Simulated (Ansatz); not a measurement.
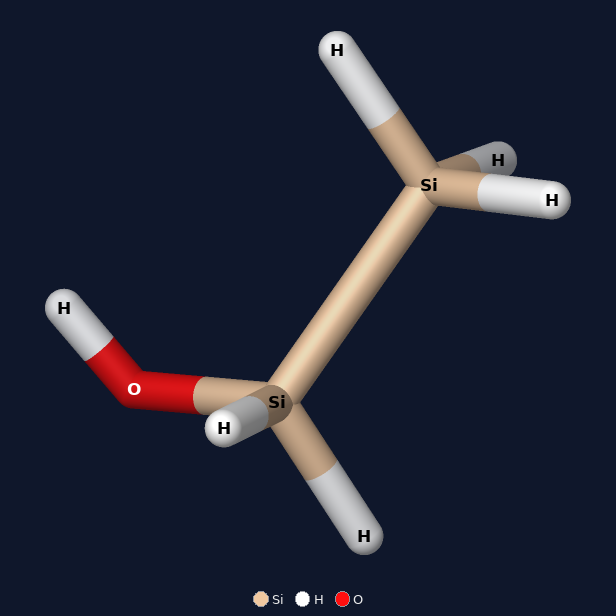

The geometry was computed by an optimisation with PBE0-D4/def2-TZVP.

Count the atoms of each element.

Answer. H₆OSi₂, 9 atoms: 6 hydrogen, 1 oxygen and 2 silicon.

Which point group does it belong to?

Answer. C1.

How many bonds of each kind are drawn?

Answer. 5 Si–H, 1 Si–Si, 1 O–Si, 1 O–H. Sticks follow a distance rule.

How many sets of symmetry-equivalent atoms are there?

Answer. 9: 1 Si, 1 H, 1 H, 1 O, 1 Si, 1 H, 1 H, 1 H, 1 H.

The parts below concern this one geometry. Atoms keep their numbers from picture to picture.

**Shape**

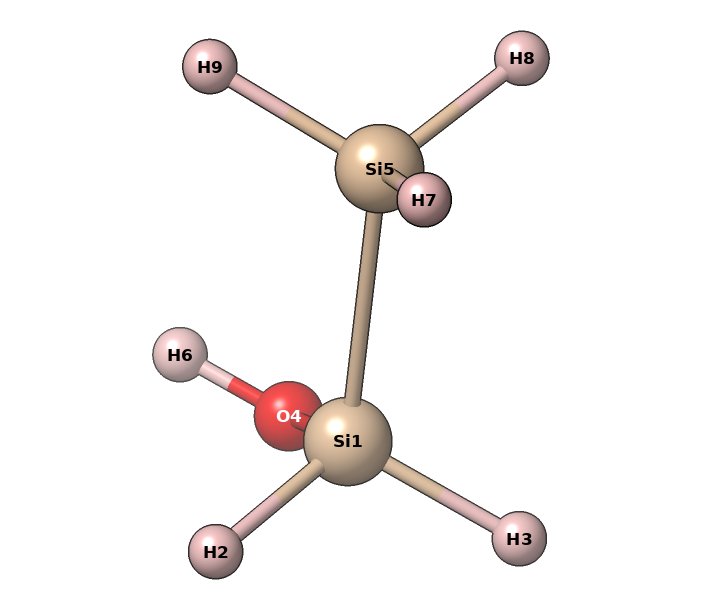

O4 lies behind Si1. The molecule seen a little off the Si1–O4 bond, Si1 in front. Distant atoms are faded towards the background colour.

What is the torsion angle Si5–Si1–O4–H6? The sign is positive where the front bond must turn clockwise to cover the back bond.

Answer. −59°, synclinal (gauche).

**Vibrations**

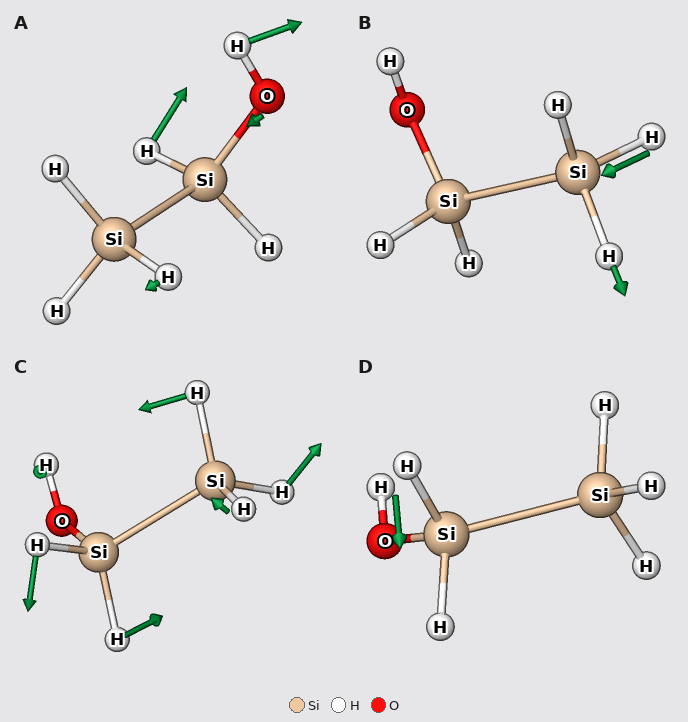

4 normal modes of one molecule or complex, as arrows. Harmonic vibrations computed with RKS PBE0-D4/def2-TZVP (Ansatz 0.2.0) at a stationary point of the same level.

Match the panels to the wavenumbers 600 cm⁻¹, 828 cm⁻¹, 2225 cm⁻¹, 3925 cm⁻¹.

Answer. A: 828 cm⁻¹
B: 2225 cm⁻¹, out-of-phase stretching of 2 Si–H bonds
C: 600 cm⁻¹, H–Si–Si bending
D: 3925 cm⁻¹, O–H stretching

**Electronic properties**

Method: RKS PBE0-D4/def2-TZVPP (Ansatz 0.2.0).

What does the calculation give?

- HOMO energy (Kohn–Sham orbital): −7.86 eV
- LUMO energy (Kohn–Sham orbital): −0.47 eV
- HOMO–LUMO gap: 7.39 eV
- dispersion correction: −13.0 kJ/mol

**Dipole moment**

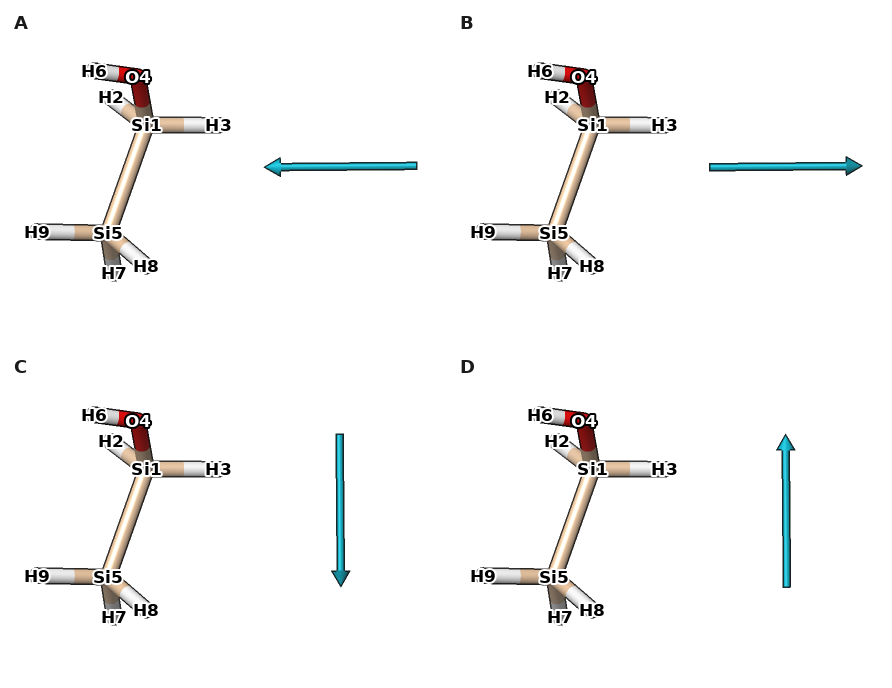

The same molecule four times, each with an arrow. Properties computed with RKS PBE0-D4/def2-TZVP (Ansatz 0.2.0).

Which arrow points along the dipole moment, from the negative to the positive end?

Answer. A. The dipole moment is 1.21 D; it points from the side of H3 to the side of H9 (the outermost atoms at the two ends).

**Charges**

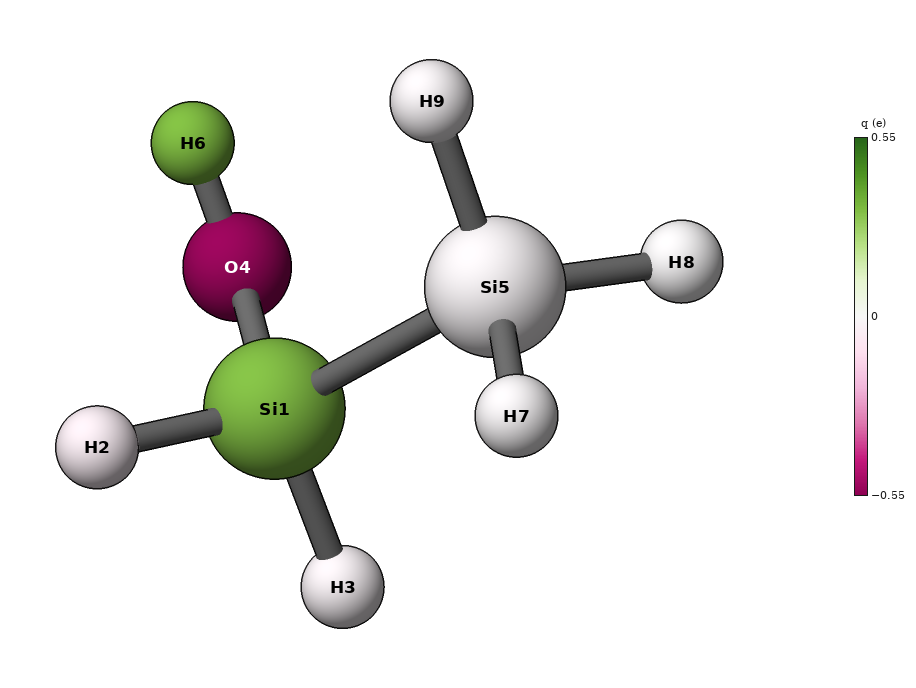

Atoms are coloured by their Mulliken charges. Method: RKS PBE0-D4/def2-TZVP (Ansatz 0.2.0).

Which atom carries the highest charge (most positive or least negative)?

Answer. Si1, H6 (0.32 e).

And the lowest?

Answer. O4 (−0.52 e).

Give the Mulliken charges atom by atom.

```csv
atom,value (e)
Si1,0.32
H2,−0.04
H3,−0.02
O4,−0.52
Si5,−0.02
H6,0.32
H7,−0.01
H8,−0.01
H9,−0.02
```

Mulliken values depend strongly on the basis set and can even reverse the polarity of a bond.
